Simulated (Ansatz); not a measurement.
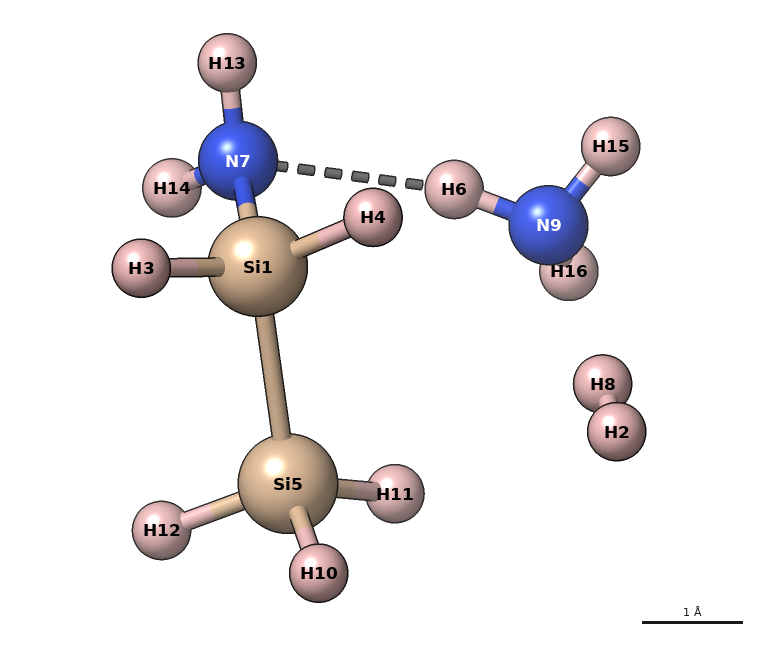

Broken lines mark hydrogen bonds. Computed geometry: PBE0-D4/def2-TZVP optimisation.

Give donor, acceptor, H···A distance and D–H···A angle of each hydrogen bond.

```
   D–H···A  D–H (Å)  H···A (Å)  angle (°)            kind
N9–H6···N7     1.02       2.30        156  intermolecular
```
